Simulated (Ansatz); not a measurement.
H$_{6}$O$_{2}$SSi$_{2}$ (SMILES O[SiH2]O[SiH2]S)

```xyz
11

O    -0.7264    1.7151    0.9721
Si   -1.3926    0.1850    0.9249
O    -0.7676   -0.6960   -0.3781
Si    0.7774   -1.0716   -0.8816
S     2.1632    0.5682   -0.5008
H     0.2523    1.7032    0.9165
H    -1.1063   -0.6077    2.1720
H    -2.8586    0.3538    0.7032
H     0.7251   -1.3729   -2.3462
H     1.3634   -2.2073   -0.0948
H     1.6352    1.3733   -1.4666
```

The calculation used Ansatz, RKS PBE/def2-SVP.

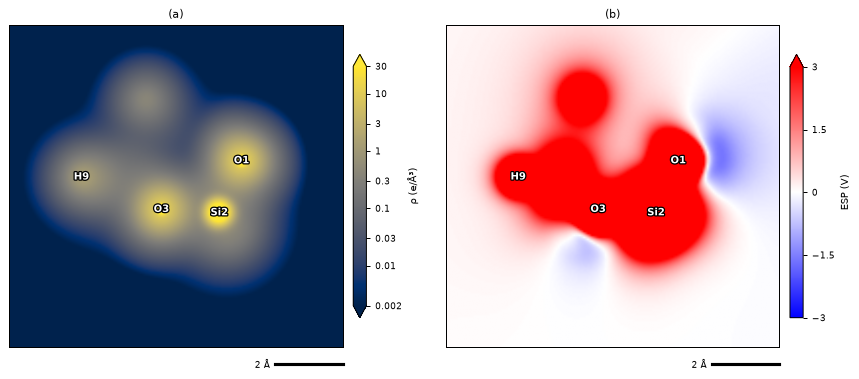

Figure 1. (a) electron density; (b) molecular electrostatic potential on the plane of atoms O1, Si2 and O3.

Q: Describe what can be read from this map.

A: The plane passes through O, Si and H nuclei. Si–O (1.67 Å): ρ at the midpoint is about 1.1 e/Å³. Outside the dense part of the molecule the potential is most negative (−1.6 V) near O1.

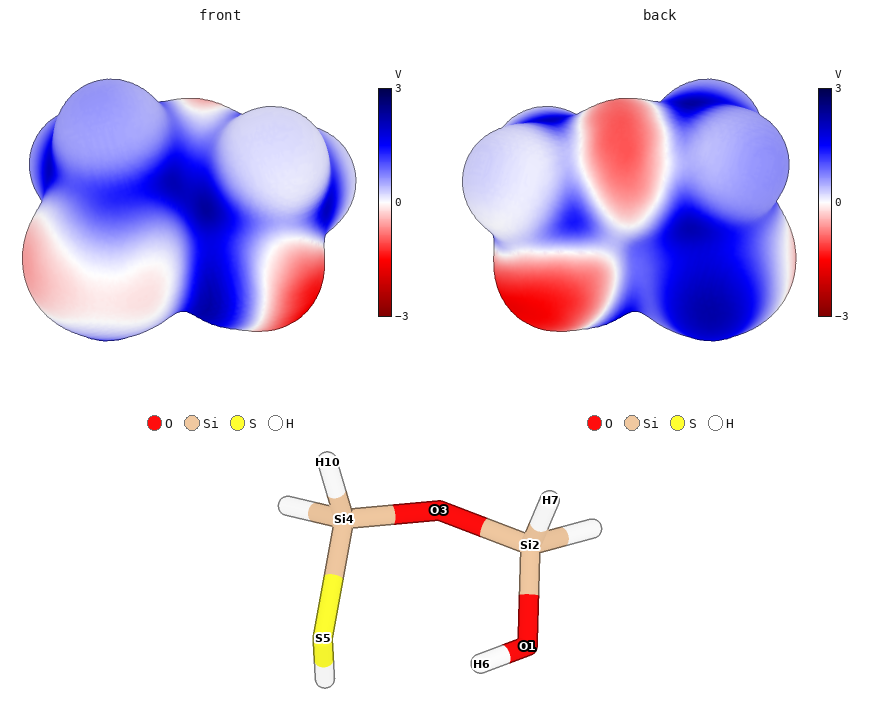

Figure 2. The electrostatic potential painted on the density surface at 0.004 e/bohr³, seen from the front and from behind; red is negative and blue positive. The bare structure is drawn below in the same view.

Q: Which sites attract a positive test charge, and which a negative one?

A: A positive charge is drawn to the negative regions and a negative charge to the positive ones. The most negative region (about −1.6 V) lies over O1, the most positive (about +2.2 V) over Si2, Si4, H6 and H11. O1 is the likeliest acceptor of a hydrogen bond.

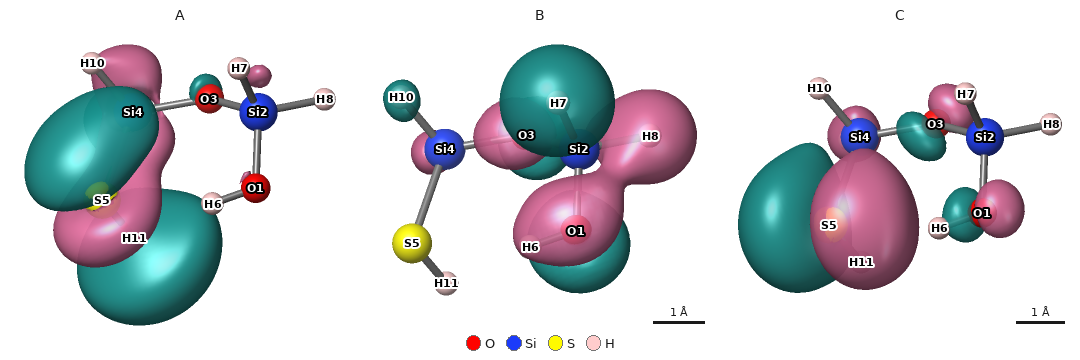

Figure 3. Three frontier orbitals at ±0.08 Å⁻³ᐟ² (teal and pink are the two phases), in no order.

Q: Order the three orbitals by energy and name them.

A: B is the HOMO−1 (−7.01 eV). It lies mainly on O1 (about 40 %), H7 (about 15 %), Si2 (about 15 %), O3 (about 10 %) and H8 (about 10 %). C is the HOMO (−6.70 eV). Its weight (Hirshfeld) is mainly on S5 (about 75 %); largely a lone pair of S5. A is the LUMO (−0.53 eV). Its weight (Hirshfeld) is mainly on S5 (about 40 %), H11 (about 35 %) and Si4 (about 15 %).

Q: What is the HOMO–LUMO gap?

A: 6.17 eV between the orbital energies.

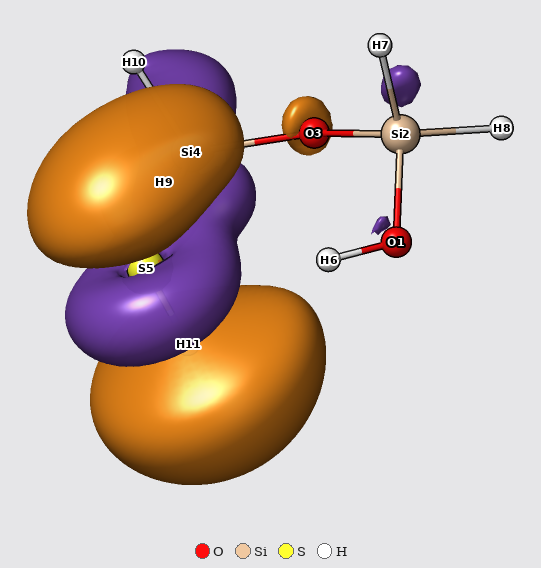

Figure 4. The LUMO at ±0.08 Å⁻³ᐟ² (orange and purple are the two phases), seen at a tilt.

Q: Where does this orbital lie, and at what energy?

A: By Hirshfeld shares it lies mainly on S5 (about 40 %), H11 (about 35 %) and Si4 (about 15 %). Its energy is −0.53 eV.
